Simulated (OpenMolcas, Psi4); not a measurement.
**How methods differ on SiNH2F2 (SMILES [NH][SiH](F)F)**

The species is SiNH2F2 (6 atoms), meant as a doublet with charge 0. SMILES: `[NH][SiH](F)F`. The coordinates come from a PBE0-D4/def2-TZVP relaxation. This is one conformer, not always the lowest.

Quantity: the vertical electron affinity (to the singlet anion), in eV. The values are calculated.

The electron affinity is E(neutral) − E(anion): positive where the electron is bound.

| level | kind | program | value (eV) | CPU time (all runs) |
| --- | --- | --- | --- | --- |
| UHF/def2-SVPD | Hartree–Fock | OpenMolcas | 0.58 | 26 s |
| UPBE/def2-SVPD | GGA | OpenMolcas | 2.33 | 89 s |
| U-r2SCAN/def2-SVPD | meta-GGA | OpenMolcas | 2.12 | 1.9 min |
| UM06-L/def2-SVPD | meta-GGA | OpenMolcas | 2.06 | 1.9 min |
| UB3LYP/def2-SVPD | global hybrid | OpenMolcas | 2.26 | 88 s |
| UM06-2X/def2-SVPD | hybrid meta-GGA | OpenMolcas | 2.20 | 1.8 min |
| UPBE0/def2-SVPD | global hybrid | OpenMolcas | 2.15 | 87 s |
| UOMP2/def2-SVPD (density fitting for correlation) | perturbation theory | Psi4 | 2.39 | 3 min |

Where it was recorded, the anion's HOMO is positive in UPBE/def2-SVPD, U-r2SCAN/def2-SVPD, UM06-L/def2-SVPD, UB3LYP/def2-SVPD: a fault of the level (basis or self-interaction), which says nothing on whether the real anion is bound. The values span 0.58 to 2.39 eV. CPU times are rough (shared hosts, several kinds of processor and program).

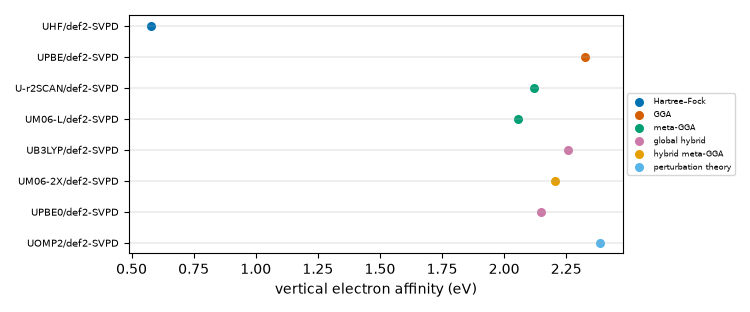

The values of the table, level by level.
